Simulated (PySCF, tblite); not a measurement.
# C₅H₇FO: dynamics, then NMR shifts on frames, part 1 of 2

Aim: move C₅H₇FO (`C=CC(=O)CCF`) away from its starting geometry and see how NMR shifts follow the geometry.

The runs use tblite 0.8.0 and PySCF 2.14.0, with density-fitted response routines of our own; the level of theory stands in each step. All values are computed, except where a source is named. Atoms count from 0, in the outputs and in this text.

## (1) The molecule as given

14 atoms, charge 0, multiplicity 1; geometry from: GFN2-xTB.

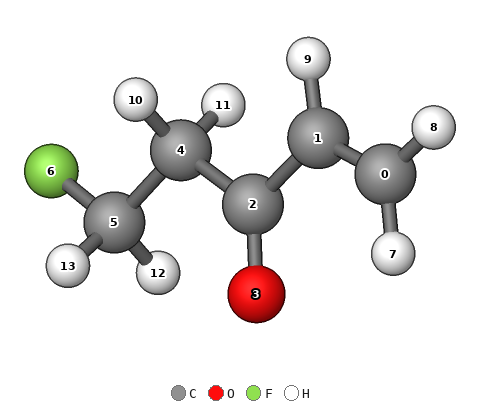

As it starts; carbon grey, oxygen red, fluorine green, hydrogen white, atoms numbered; sticks join atoms by distance.

## (2) Dynamics with GFN2-xTB

What the job is given:

```
{"job": {"kind": "md", "xc": "GFN2-xTB", "basis": "xTB", "temperature": 600, "steps": 2000, "every": 50, "frames": 5}, "charge": 0, "multiplicity": 1}
C      2.730739     0.109747    -0.032047
C      1.497336     0.588215     0.076693
C      0.339389    -0.309486     0.279463
O      0.438900    -1.511870     0.357716
C     -0.990354     0.409602     0.379923
C     -2.134797    -0.563600     0.621032
F     -3.326670     0.117328     0.681307
H      2.902753    -0.953217     0.026455
H      3.588768     0.743257    -0.178424
H      1.289742     1.647144     0.022404
H     -0.940651     1.139358     1.192494
H     -1.162559     0.962876    -0.547622
H     -2.217277    -1.288900    -0.193683
H     -2.015997    -1.090926     1.572146
```

Level: GFN2-xTB Langevin dynamics, gas phase.

On the command line:

```bash
$ OMP_NUM_THREADS=1 python probes_run.py task.json out
```

This one command runs all jobs of the session in turn.

The log of the run:

```text
t/fs     T/K      E/eV
    0.0   464.8   -626.56609
   25.0   311.5   -625.91618
   50.0   349.6   -625.98000
   75.0   273.7   -625.95264
  100.0   517.4   -625.99845
  125.0   461.5   -625.88344
  150.0   677.1   -625.93935
  175.0   607.3   -625.74378
  200.0   693.1   -625.50527
  225.0   753.2   -625.45552
  250.0   613.7   -625.95710
  275.0   536.3   -625.69640
  300.0   469.0   -625.93450
  325.0   385.6   -625.62985
  350.0   524.8   -625.73032
  375.0   693.9   -625.57910
  400.0   567.2   -625.83153
  425.0   530.9   -625.92002
  450.0   459.3   -625.78665
  475.0   552.6   -625.85540
  500.0   436.2   -625.79577
  525.0   362.8   -625.55949
  550.0   547.4   -625.64705
  575.0   593.0   -625.46661
  600.0   461.3   -625.28742
  625.0   501.3   -625.22780
  650.0   688.4   -625.70666
  675.0   458.6   -625.50159
  700.0   704.8   -625.86828
  725.0   431.4   -625.20505
  750.0   695.9   -625.04346
  775.0   486.4   -625.24435
  800.0   544.9   -625.35101
  825.0   581.7   -625.54020
  850.0   565.2   -625.70994
  875.0   485.6   -625.52089
  900.0   813.9   -625.93301
  925.0   472.9   -625.56884
  950.0   514.8   -625.59687
  975.0   618.9   -625.85735
 1000.0   562.8   -625.62787
```

Wall time 8.8 s (1 thread, shared host).

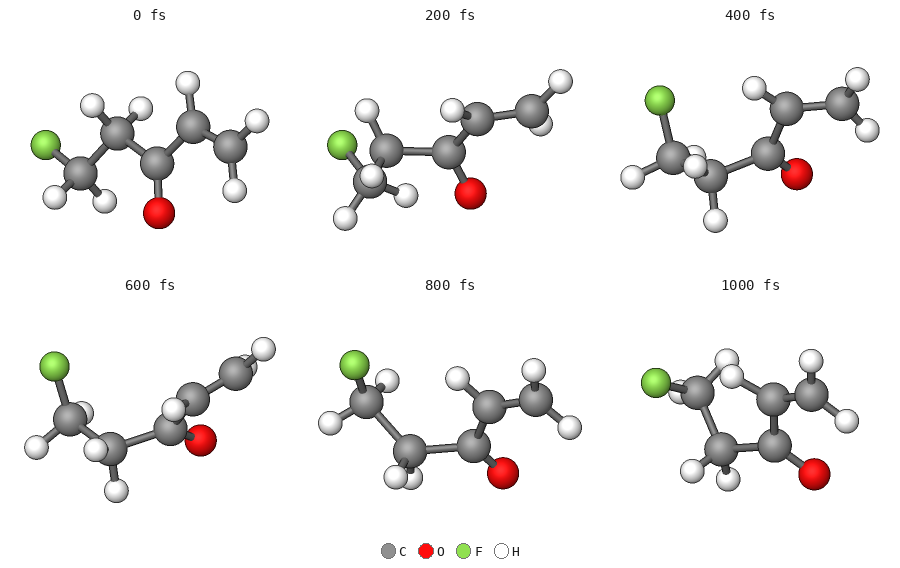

Frames of the run.

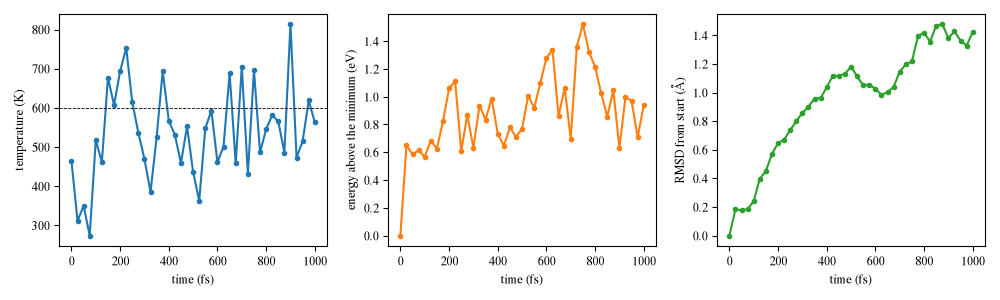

Temperature, potential energy and distance from the start.

Positions (Å) and forces (eV/Å) at 1000 fs:

```xyz
14

C     2.722   -0.084    1.215    1.781    0.336   -0.663
C     1.440   -0.211    1.342   -2.451    0.109    2.681
C     0.770   -1.373    0.776   -2.264   -0.478   -1.318
O     1.208   -2.118   -0.087   -0.020    0.637    1.128
C    -0.764   -1.463    1.171    0.933    0.870   -3.828
C    -1.445   -0.086    1.289   -0.954   -1.697   -0.602
F    -1.445    0.230    2.607   -0.030    0.730    0.322
H     3.276   -0.758    0.592    0.199   -0.063   -0.226
H     3.212    0.761    1.613    0.676    0.454    0.408
H     0.898    0.391    2.182    0.737   -0.914   -1.899
H    -1.280   -2.234    0.545    0.339    1.097   -0.609
H    -0.878   -1.946    2.030    0.049   -1.538    4.306
H    -1.031    0.665    0.665    1.101    0.912   -0.137
H    -2.491   -0.101    0.935   -0.097   -0.454    0.438
```

## (3) Shielding tensors: 250 fs, PBE0/pcSseg-1

What the job is given:

```
{"job": {"kind": "nmr", "xc": "PBE0", "basis": "pcSseg-1", "pop": false}, "charge": 0, "multiplicity": 1}
C      2.199400     0.412800    -0.558000
C      1.534800     0.008700     0.542400
C      0.413000    -0.950900     0.258500
O      0.130500    -1.445700    -0.819000
C     -0.502200    -1.096500     1.391400
C     -2.007300    -1.442800     1.004000
F     -2.797400    -0.384000     0.924300
H      2.257500    -0.197200    -1.465100
H      2.956300     1.165400    -0.442200
H      1.588100     0.557700     1.474800
H     -0.302300    -1.970900     2.065600
H     -0.439700    -0.207000     2.012400
H     -1.984400    -1.916500     0.012800
H     -2.474300    -2.098500     1.766900
```

Method: GIAO PBE0/pcSseg-1 NMR shielding, non-relativistic, gas phase.

The log of the run:

```text
coarse grid: 11944 points
cycle   1  E = -369.1018769319  dE =  9.288e-01  |g| = 8.646e-01  |ddm| = 3.264e+00
cycle   2  E = -368.6593509090  dE =  4.425e-01  |g| = 1.735e+00  |ddm| = 2.731e+00
cycle   3  E = -369.2354600187  dE = -5.761e-01  |g| = 2.252e-01  |ddm| = 2.199e+00
cycle   4  E = -369.2450368652  dE = -9.577e-03  |g| = 7.420e-02  |ddm| = 2.148e-01
cycle   5  E = -369.2458816189  dE = -8.448e-04  |g| = 2.041e-02  |ddm| = 5.473e-02
cycle   6  E = -369.2459626755  dE = -8.106e-05  |g| = 6.115e-03  |ddm| = 1.643e-02
cycle   7  E = -369.2459700087  dE = -7.333e-06  |g| = 2.642e-03  |ddm| = 5.739e-03
final grid: 116456 points
cycle   8  E = -369.3050213592  dE = -1.092e-05  |g| = 1.335e-02  |ddm| = 2.411e-02
cycle   9  E = -369.3049233557  dE =  9.800e-05  |g| = 2.619e-02  |ddm| = 3.154e-02
cycle  10  E = -369.3050567673  dE = -1.334e-04  |g| = 2.137e-03  |ddm| = 2.248e-02
cycle  11  E = -369.3050577139  dE = -9.467e-07  |g| = 4.537e-04  |ddm| = 1.831e-03
cycle  12  E = -369.3050577595  dE = -4.562e-08  |g| = 1.691e-04  |ddm| = 4.663e-04
cycle  13  E = -369.3050577665  dE = -6.948e-09  |g| = 3.594e-05  |ddm| = 1.611e-04
cycle  14  E = -369.3050577667  dE = -2.041e-10  |g| = 9.978e-06  |ddm| = 2.741e-05
converged SCF energy = -369.3050577667

GIAO shielding tensors (ppm)
atom      isotropic    diamagn.    paramagn.     s11        s22        s33       span
  0 C       37.824     250.000    -212.176    -87.104     24.527    176.050    263.153
  1 C       34.890     262.341    -227.451    -93.689     63.458    134.902    228.590
  2 C      -13.747     249.407    -263.154   -106.726    -40.267    105.754    212.480
  3 O     -275.036     403.236    -678.273   -845.723   -386.789    407.402   1253.125
  4 C      137.852     253.669    -115.817    114.691    133.283    165.581     50.891
  5 C      103.902     236.907    -133.005     67.463     88.891    155.351     87.888
  6 F      416.655     473.061     -56.407    367.609    393.042    489.313    121.704
  7 H       23.838      29.746      -5.908     20.571     23.443     27.501      6.930
  8 H       25.641      28.320      -2.678     22.285     25.657     28.982      6.696
  9 H       24.055      32.826      -8.772     19.077     24.145     28.941      9.864
 10 H       28.234      28.535      -0.301     24.455     28.105     32.143      7.689
 11 H       29.152      31.998      -2.846     25.630     29.735     32.091      6.461
 12 H       25.519      28.088      -2.570     21.925     25.485     29.146      7.221
 13 H       26.634      26.598       0.036     21.937     27.104     30.862      8.925
```

Wall time 16 s (1 thread, shared host).

The references, computed at this level on geometries of the same kind, shield at (ppm): ¹H TMS 31.72, ¹³C TMS 186.9, ¹⁹F CFCl3 170.9, ¹⁷O H2O 336.1. Their shielding less the atom's gives the shift. The references are single molecules in the gas phase, so shifts against H2O, NH3, PH3, H3PO4 or CFCl3 are not on the usual liquid scales and can be off by tens of ppm. Each atom is listed at this fixed geometry, with no averaging over motion; a spectrum would average atoms that exchange fast.

```
atoms                                environment  σ (ppm)  δ (ppm)
   C2                     ketone carbonyl carbon    -13.7    200.7
   C1                 α carbon of a C=C–C=O unit     34.9    152.0
   C0                 β carbon of a C=C–C=O unit     37.8    149.1
   C5                        sp3 CH2 bonded to F    103.9     83.0
   C4                    sp3 CH2 α to a carbonyl    137.9     49.1
   H7   hydrogen on a β carbon of a C=C–C=O unit    23.84     7.88
   H9  hydrogen on an α carbon of a C=C–C=O unit    24.05     7.66
  H12         hydrogen on an sp3 CH2 bonded to F    25.52     6.20
   H8   hydrogen on a β carbon of a C=C–C=O unit    25.64     6.08
  H13         hydrogen on an sp3 CH2 bonded to F    26.63     5.08
  H10     hydrogen on an sp3 CH2 α to a carbonyl    28.23     3.48
  H11     hydrogen on an sp3 CH2 α to a carbonyl    29.15     2.57
   O3                              ketone oxygen   -275.0    611.1
   F6                  fluorine on an sp3 carbon    416.7   -245.7
```

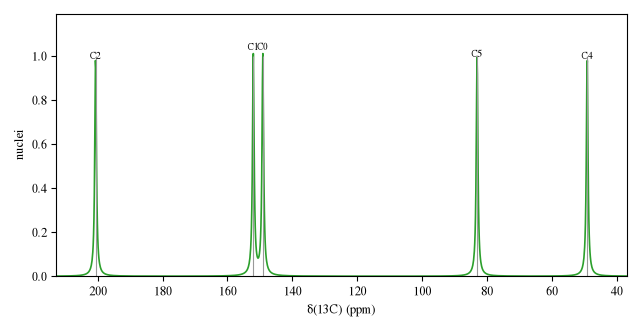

¹³C lines at the computed shifts, without couplings. Lines are broadened to a width of 0.61 ppm (Lorentzian).

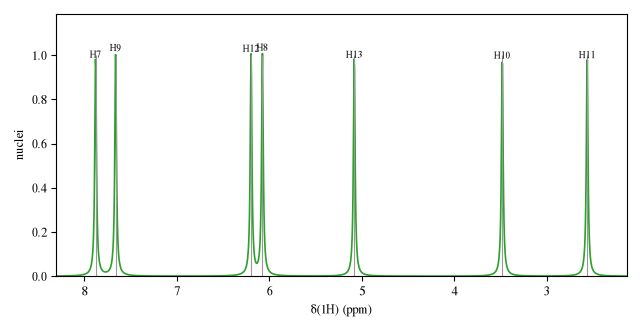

¹H lines at the computed shifts, without couplings. Lines are broadened to a width of 0.02 ppm (Lorentzian).

## (4) Nuclear shieldings: 425 fs, PBE0/pcSseg-1

What the job is given:

```
{"job": {"kind": "nmr", "xc": "PBE0", "basis": "pcSseg-1", "pop": false}, "charge": 0, "multiplicity": 1}
C      2.310100     0.072800    -0.552800
C      1.322800    -0.277400     0.266300
C      0.411800    -1.407500     0.101400
O      0.065600    -1.736200    -1.039100
C     -0.268200    -1.782900     1.386200
C     -1.712800    -1.167800     1.497900
F     -1.801200     0.171800     1.905100
H      2.716200    -0.680000    -1.225300
H      2.694700     1.109300    -0.364900
H      1.075900     0.363900     1.105200
H     -0.386200    -2.869100     1.345500
H      0.273500    -1.382000     2.266700
H     -2.272500    -1.199300     0.528400
H     -2.323600    -1.688400     2.263500
```

Level: GIAO PBE0/pcSseg-1 NMR shielding, non-relativistic, gas phase.

The log of the run:

```text
coarse grid: 11944 points
cycle   1  E = -369.0899171287  dE =  8.043e-01  |g| = 8.885e-01  |ddm| = 3.232e+00
cycle   2  E = -368.5779807282  dE =  5.119e-01  |g| = 1.838e+00  |ddm| = 2.753e+00
cycle   3  E = -369.2329971783  dE = -6.550e-01  |g| = 2.322e-01  |ddm| = 2.221e+00
cycle   4  E = -369.2431689058  dE = -1.017e-02  |g| = 8.907e-02  |ddm| = 2.302e-01
cycle   5  E = -369.2443850825  dE = -1.216e-03  |g| = 2.492e-02  |ddm| = 6.742e-02
cycle   6  E = -369.2445056452  dE = -1.206e-04  |g| = 6.033e-03  |ddm| = 1.885e-02
cycle   7  E = -369.2445121671  dE = -6.522e-06  |g| = 2.025e-03  |ddm| = 4.784e-03
final grid: 116456 points
cycle   8  E = -369.3039084458  dE = -9.497e-06  |g| = 1.442e-02  |ddm| = 2.901e-02
cycle   9  E = -369.3037819902  dE =  1.265e-04  |g| = 2.947e-02  |ddm| = 3.332e-02
cycle  10  E = -369.3039490805  dE = -1.671e-04  |g| = 2.536e-03  |ddm| = 2.412e-02
cycle  11  E = -369.3039503840  dE = -1.304e-06  |g| = 4.415e-04  |ddm| = 1.849e-03
cycle  12  E = -369.3039504157  dE = -3.168e-08  |g| = 1.939e-04  |ddm| = 4.509e-04
cycle  13  E = -369.3039504240  dE = -8.284e-09  |g| = 5.396e-05  |ddm| = 1.851e-04
cycle  14  E = -369.3039504245  dE = -5.962e-10  |g| = 1.551e-05  |ddm| = 4.526e-05
converged SCF energy = -369.3039504245

GIAO shielding tensors (ppm)
atom      isotropic    diamagn.    paramagn.     s11        s22        s33       span
  0 C       47.374     255.395    -208.022    -77.347     53.202    166.266    243.613
  1 C       26.691     264.345    -237.654    -93.340     50.096    123.318    216.658
  2 C      -29.986     251.309    -281.294   -117.114    -77.603    104.761    221.875
  3 O     -384.484     403.607    -788.091  -1069.535   -441.741    357.824   1427.359
  4 C      136.830     255.804    -118.975    122.938    137.193    150.358     27.420
  5 C       90.371     235.236    -144.865     51.880     77.658    141.575     89.695
  6 F      397.105     476.272     -79.167    344.930    380.732    465.654    120.724
  7 H       24.449      30.340      -5.891     19.785     25.145     28.417      8.632
  8 H       24.881      28.988      -4.108     21.524     24.300     28.818      7.294
  9 H       24.742      35.328     -10.587     19.336     24.337     30.552     11.215
 10 H       29.379      28.595       0.785     26.417     28.093     33.628      7.210
 11 H       27.672      30.001      -2.329     26.040     27.203     29.772      3.731
 12 H       25.958      27.485      -1.527     21.674     26.424     29.775      8.101
 13 H       26.133      25.588       0.546     21.482     26.816     30.101      8.619
```

Run time: 16 s. Hardware: 1 thread, shared host.

In short: δ C2 216.9, C1 160.2, C0 139.6, C5 96.6, H7 7.27, H9 6.98 ppm.

(Continued in part 2 of 2.)
